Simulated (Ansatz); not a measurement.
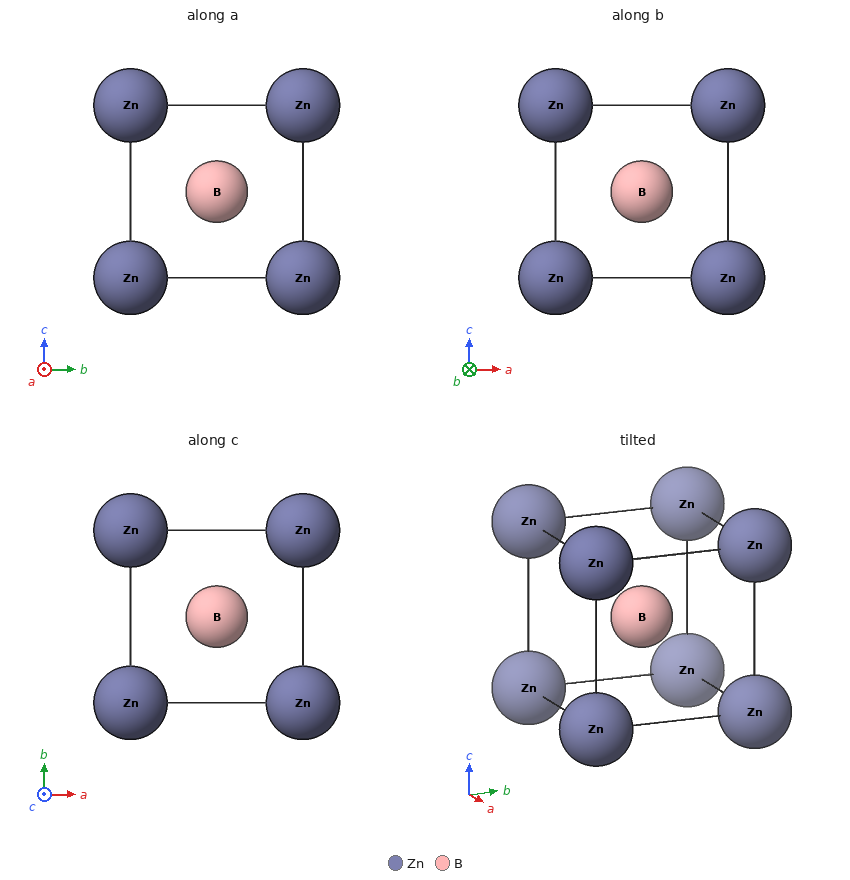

Shown here is a spheres-only view of the crystal, taken along the a axis, along the b axis, along the c axis and slightly off an axis. The edges of the conventional unit cell are marked.

Lattice parameters: a = 2.8074 Å, b = 2.8074 Å, c = 2.8074 Å, α = 90.000°, β = 90.000°, γ = 90.000°.

Set out the cell and atoms as a CIF in P1 with every atom of the cell.

```cif
data_structure
_symmetry_space_group_name_H-M 'P 1'
_symmetry_Int_Tables_number 1
_cell_length_a 2.8074
_cell_length_b 2.8074
_cell_length_c 2.8074
_cell_angle_alpha 90.000
_cell_angle_beta 90.000
_cell_angle_gamma 90.000
_cell_volume 22.13
loop_
_atom_site_label
_atom_site_type_symbol
_atom_site_fract_x
_atom_site_fract_y
_atom_site_fract_z
_atom_site_occupancy
Zn1 Zn 0.0000 0.0000 0.0000 1
B1 B 0.5000 0.5000 0.5000 1
```

Origin of the cell: a structure type filled with these elements by a generator (whether the compound takes this form wasn't checked). It is drawn as it came out of a relaxation with DFT PBE, scalar-relativistic, plane waves, PAW in Ansatz 0.2.0.
